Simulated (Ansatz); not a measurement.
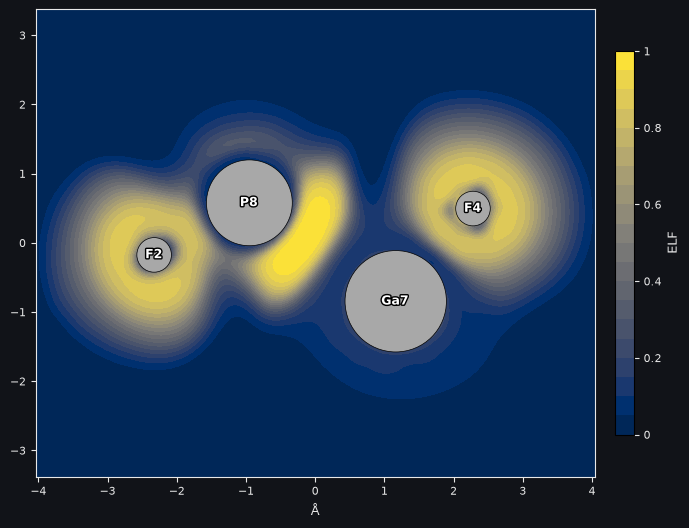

Figure. F₆GaP (SMILES F[P+](F)(F)[Ga-]([F])([F])[F]). ELF on the plane of atoms F4, Ga7 and P8. Grey discs cover the atomic cores.

Geometry: PBE0-D4/def2-SVP.

All numbers below come from Ansatz 0.2.0, isolated molecule in a Gaussian basis; Kohn-Sham density functional theory, functional PBE0.

```yaml
atoms:
  - { symbol: F, position_ang: [0.8948, -1.5175, 1.4306] }
  - { symbol: F, position_ang: [0.7581, -1.9213, -0.9448] }
  - { symbol: F, position_ang: [2.2565, -0.2328, -0.0923] }
  - { symbol: F, position_ang: [-0.5240, 1.9964, 1.2195] }
  - { symbol: F, position_ang: [-0.6993, 1.5012, -1.7388] }
  - { symbol: F, position_ang: [-2.3923, -0.1018, 0.1562] }
  - { symbol: Ga, position_ang: [-1.0734, 1.0081, -0.1084] }
  - { symbol: P, position_ang: [0.7795, -0.7323, 0.0779] }
```

### What does the map show?

The section cuts through F, Ga and P sites. P–F (1.57 Å): the ELF peaks at about 0.80 in the valence shell of F, 0.6 Å from its nucleus, and is about 0.60 at the midpoint. Ga–F (1.74 Å): the ELF peaks at about 0.80 in the valence shell of F, 0.5 Å from its nucleus, and is about 0.15 at the midpoint. Ga–P (2.55 Å): the ELF peaks at about 1 in the valence shell of P, 1.0 Å from its nucleus, and is about 0.75 at the midpoint. The ELF also peaks beside F2 and F4, away from the bonds: lone-pair regions.
